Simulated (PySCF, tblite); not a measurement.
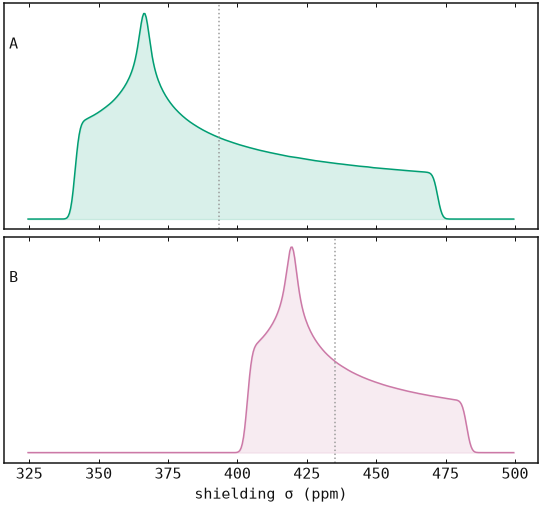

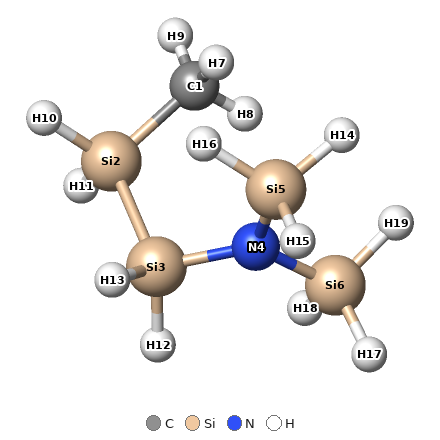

Static powder patterns (²⁹Si) from GIAO shielding tensors of CH₁₃NSi₄, SMILES C[SiH2][SiH2]N([SiH3])[SiH3], PBE0/pcSseg-1 with PySCF, at a GFN2-xTB geometry (a minimum by its frequencies); absolute shielding, one fixed geometry of the isolated molecule without any motion, no dipolar terms. The dotted line is the isotropic value; skew is 3(σiso − σ22)/span.

Q: The panels belong to Si2 and Si6. Which is which?

A: panel A: Si6, σ11, σ22, σ33 = 342, 366, 472 ppm, isotropic 393, span 131 ppm, skew 0.62; panel B: Si2, σ11, σ22, σ33 = 404, 420, 483 ppm, isotropic 435, span 79 ppm, skew 0.59.

Caveats: the tight-binding geometry is rougher than a DFT one and adds to the error; one conformer of a flexible molecule.
